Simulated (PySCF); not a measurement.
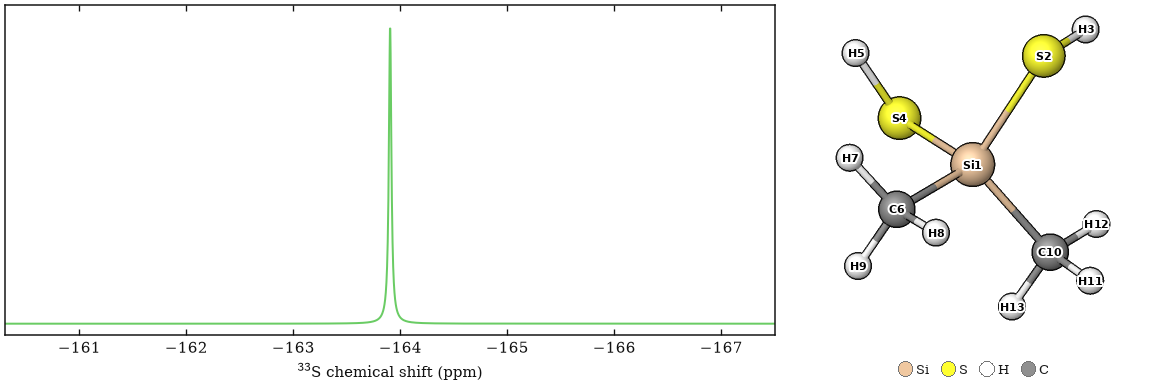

Spectrum and numbered structure of C₂H₈S₂Si, SMILES C[Si](C)(S)S. GIAO shifts, ωB97X-D/pcSseg-1, PySCF, at a PBE0-D3(BJ)/def2-SVP geometry (no frequency check), against CS₂ for ³³S computed at the same level. Gas phase, fully decoupled, line heights follow the number of nuclei, widths are arbitrary (no quadrupolar broadening); values of one conformer, averaged over methyl-type rotors and exact or near symmetry.

### Where does the ³³S line lie?

At −163.9 ppm (S2 and S4).
